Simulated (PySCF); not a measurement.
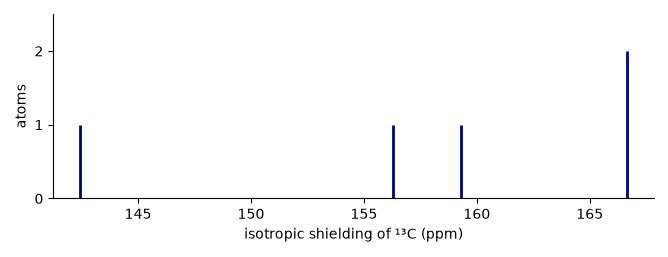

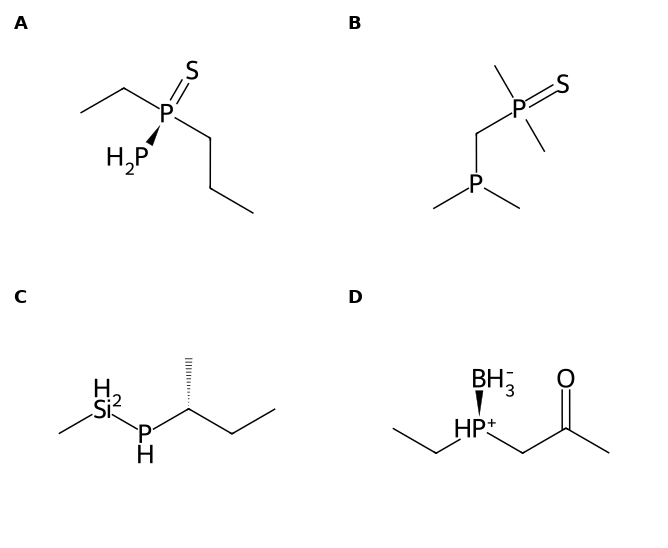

The sticks are computed shieldings of one of the molecules, for one fixed geometry (GFN2-xTB) without averaging over rotations. Low shielding means a high chemical shift. Method: GIAO PBE0/pcSseg-1 NMR shielding, non-relativistic, gas phase (PySCF 2.14.0).

### Match the spectrum to a structure.

B, `CP(C)CP(C)(C)=S`. Its 5 C atoms give lines at 142.5, 156.3, 159.3, 166.6 (2 atoms) ppm.

The geometry is semi-empirical. Around B, P, Si such bond lengths and angles can be off by a tenth of an ångström or more and by several degrees, and values that hang on the shape move with them.
